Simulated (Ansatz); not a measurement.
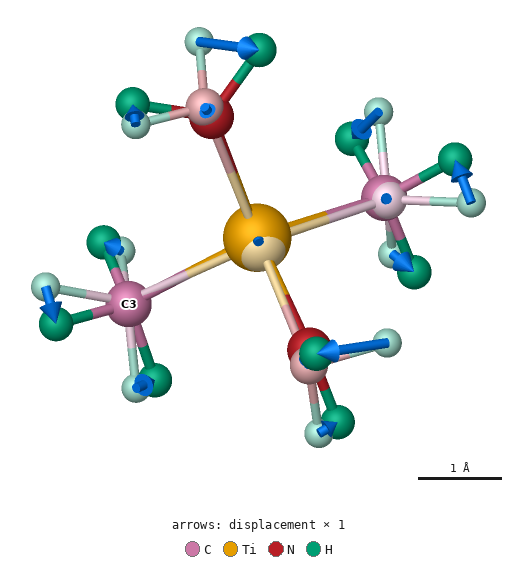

This is a relaxation of C2H10N2Ti (coarse preliminary run). The starting structure is drawn faded, the final one solid; blue arrows show the displacements, at their true length. The two geometries are superimposed by the best rigid fit.

Style: ball-and-stick. Shown face on.

The start comes from a force field.

The calculation used Ansatz, RKS PBE-D4/def2-SVP. (force threshold 0.03 eV/Å; at most 200 steps)

What did the optimiser do to the structure, and how much energy did it gain?

Answer. The energy falls by 1.483 eV in 17 accepted moves (18 points after the start). Largest force component: 8.3 eV/Å at the start, 0.019 eV/Å at the end. The line search rejected the trial step at point 15 of the run. The forces were under the threshold at step 14, but the run went on from there. An H atom moves most after the best rigid fit: 1.09 Å. Largest moves by element: H 1.09 Å, N 0.30 Å, C 0.10 Å, Ti 0.09 Å. Near-neighbour distances that change, for instance: N–Ti 2.100 → 1.878 Å, N–Ti 2.068 → 1.878 Å, H–N 0.922 → 1.027 Å, C–H 1.180 → 1.112 Å. Among the angles between lasting bonds that change: Ti–N–H 105.3° → 130.8°, Ti–N–H 103.9° → 125.6°, Ti–N–H 107.0° → 124.6°. Groups turn about C–Ti by about 30°, C–Ti by about 20°.
